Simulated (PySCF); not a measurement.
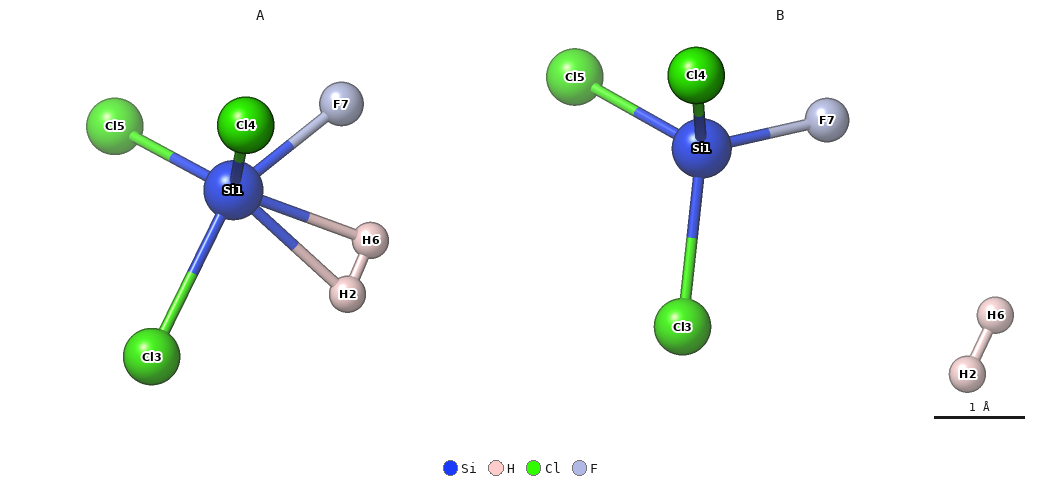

Two geometries of SiH2Cl3F (started from a transition state, displaced along its imaginary mode), drawn at one scale. One is the start of a relaxation, the other its converged end. The picture is a ball-and-stick view, seen from a free direction.

Theory: PySCF 2.14.0, RKS PBE0-D4/def2-TZVP, density fitting. 

### Which one is relaxed?

Structure B is the relaxed one. The largest move after the best rigid fit is that of H6, 1.54 Å. Largest moves by element: H 1.54 Å, Cl 0.98 Å, Si 0.79 Å, F 0.47 Å. Some distances before and after: Si1–H2 1.826 → 4.142 Å, Si1–H6 1.780 → 4.076 Å, Si1–Cl3 2.122 → 2.014 Å, H2–H6 0.667 → 0.746 Å. Bonds break, among them: Si1–H6 (1.78 → 4.08 Å). Among the angles between lasting bonds that change: Cl3–Si1–F7 154.4° → 108.5°, Cl4–Si1–F7 93.0° → 108.3°, Cl4–Si1–Cl5 122.5° → 110.6°. After 16 geometry steps the energy has fallen by 2.283 eV.
